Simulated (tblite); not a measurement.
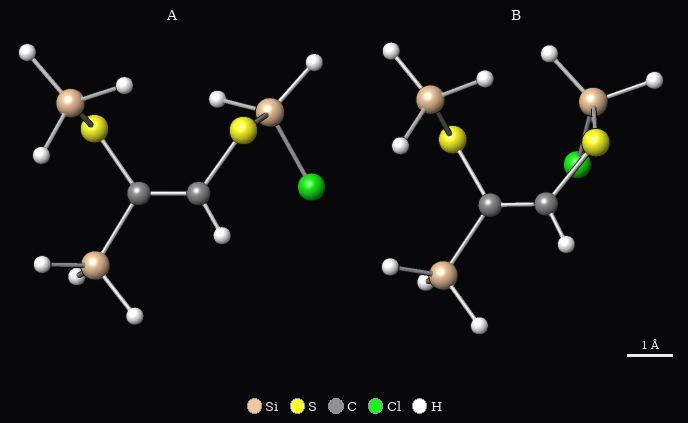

Two geometries of C$_{2}$H$_{9}$ClS$_{2}$Si$_{3}$, drawn at one scale. One is the start of a relaxation, the other its converged end. Style: ball-and-stick. Shown at a tilt.

All numbers below come from GFN2-xTB geometry optimisation, gas phase in tblite 0.8.0. 

Which geometry has the lower energy?

Answer. Structure B is the relaxed one. The atom that moves furthest after the best rigid fit is the Cl atom (1.84 Å). Largest moves by element: Cl 1.84 Å, H 1.54 Å, Si 0.62 Å, S 0.54 Å, C 0.37 Å. Near-neighbour distances that change, for instance: S–Si 4.209 → 3.340 Å, Cl–Si 2.048 → 2.004 Å, C–S 1.730 → 1.766 Å, H–Si 1.487 → 1.453 Å. Bond angles that change, for instance: S–Si–H 109.8° → 100.6°, S–Si–H 108.7° → 101.4°, Si–S–C 104.3° → 98.7°. Groups turn about C–S by about 40°, S–Si by about 30°. After 170 geometry steps the energy has fallen by 0.313 eV.
